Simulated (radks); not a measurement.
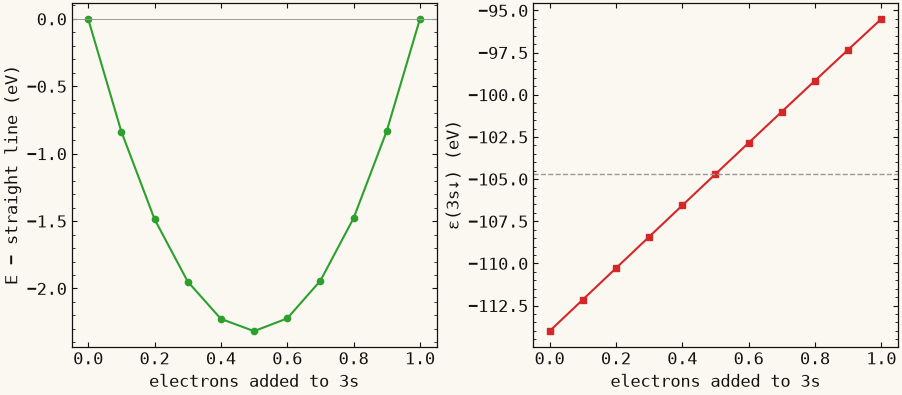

Method: non-relativistic Kohn-Sham, r2SCAN, spin-polarised, spherical densities, point nucleus; computed with the in-house radial solver radks. The occupation of the 3s shell is varied from Ti⁴⁺ ([Ne] 3s1 3p6 3d1 (high spin)) to Ti³⁺ ([Ar] 3d1 (high spin)), with spherical fractional occupations. The plot shows the total energy less the straight line between the end points, and the eigenvalue of 3s↓ (the dashed line is minus the energy to take the whole electron out).

What does the shape say about the method?

Answer. The curve is convex (below the straight line), with the largest deviation among the points computed, −2.32 eV, at 0.5. The end points differ by 104.7 eV, the energy to take the electron out. The eigenvalue, which is the slope of the energy (Janak's theorem), moves from −114.0 eV at 0 to −95.5 eV at 1; for a straight line it would stay constant, and a parabola would sag by an eighth of this change, scaled to a whole electron, 2.31 eV. Convexity is the delocalisation error: fractional charges are too low in energy. The shell lies under occupied ones, so the straight line is a guide here rather than an exact condition.
